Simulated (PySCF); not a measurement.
H3BCl2O, singlet at its B3LYP/def2-SVP optimised geometry (Å):

```
7

B     -0.5281    -0.4351     0.0000
H     -1.0318    -1.2285    -0.7437
Cl    -1.3098     1.2285     0.0000
Cl     1.3098    -0.4351     0.0000
O     -0.8733    -0.9777     1.5439
H     -1.3329    -0.2344     1.9804
H     -0.0056    -1.0771     1.9817
```

Method: B3LYP/def2-TZVP (PySCF). Cells within 0.4 Å of a nucleus heavier than hydrogen are left out (blank, or x).

Map of the electron localisation function on the plane z = 0.0 Å:

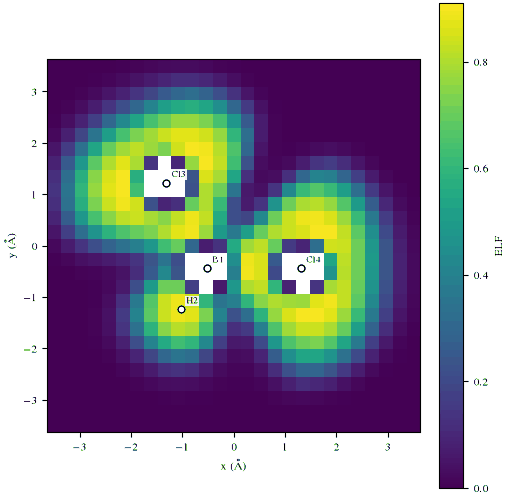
Figure: Electron localisation function on the plane z = 0.0 Å.
